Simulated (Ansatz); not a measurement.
```tsv
atom	x (Å)	y (Å)	z (Å)
Ga	0.0000	0.0000	0.0186
H	0.0000	0.0000	1.5589
Cl	1.8036	0.0000	-1.1237
Cl	-1.8036	0.0000	-1.1237
```

Theory: RKS BHLYP-D4/def2-SVP in Ansatz.

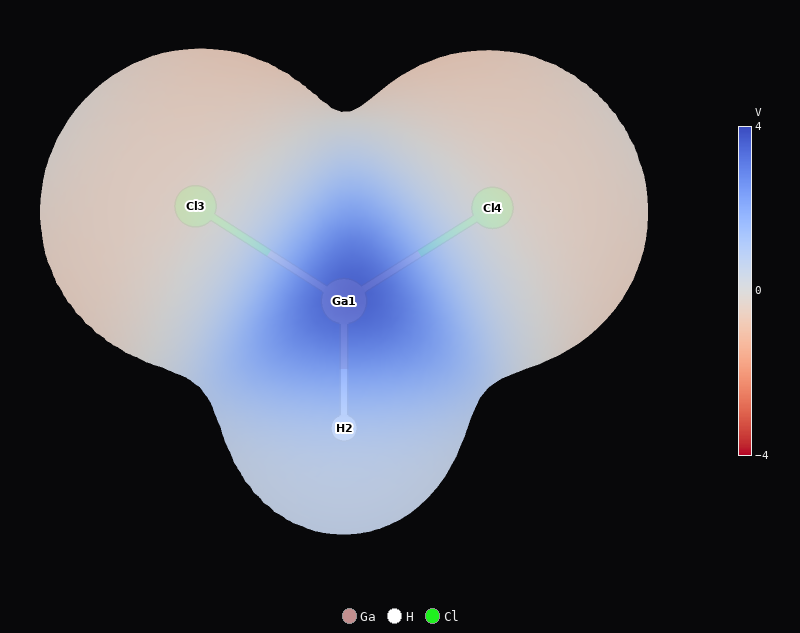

Cl2GaH. The electrostatic potential painted on the density surface at 0.002 e/bohr³, seen across its widest extent; the colour scale runs from red (negative) to blue (positive).

> Which sites attract a positive test charge, and which a negative one?

A positive charge is drawn to the negative regions and a negative charge to the positive ones. The most negative region (about −0.6 V) lies over Cl3 and Cl4, the most positive (about +3.4 V) over Ga1.
